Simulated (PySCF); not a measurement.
# C4H2F4O: the cost of one run

Programs: PySCF 2.14.0, with routines of our own; each step states its level. All values are computed. Atoms count from 0.

## 1. The system as given

11 atoms, charge 0, multiplicity 1; geometry from: GFN2-xTB.

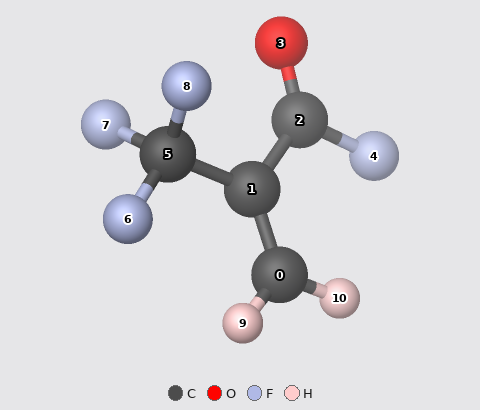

The starting geometry (carbon dark grey, oxygen red, fluorine light blue, hydrogen pink).

## 2. Magnetic properties: GIAO HF/pcSseg-1

The job: settings as JSON, then the geometry in Å.

```
{"job": {"kind": "mag", "xc": "HF", "basis": "pcSseg-1", "isotopologues": 0}, "charge": 0, "multiplicity": 1}
C     -1.016755    -1.046948    -0.329797
C     -0.192750    -0.033623    -0.079708
C     -0.525935     1.384473    -0.336812
O      0.131368     2.344769    -0.155885
F     -1.778064     1.501317    -0.850582
C      1.188826    -0.245238     0.504721
F      1.451153    -1.543531     0.703864
F      1.327521     0.360442     1.688425
F      2.149421     0.221909    -0.298158
H     -0.733376    -2.066846    -0.127441
H     -1.995984    -0.874054    -0.744590
```

Method: GIAO HF/pcSseg-1 magnetisability, rotational g tensor and spin-rotation constants, non-relativistic, gas phase.

Command:

```bash
OMP_NUM_THREADS=1 python excited_run.py task.json out
```

One launch serves the whole session: the jobs run in the order shown.

**Question.** How long does this first job take on 1 thread of Arm Neoverse V1, shared host, and how much memory does it need?

About 18 s, with a peak of 0.72 GiB.
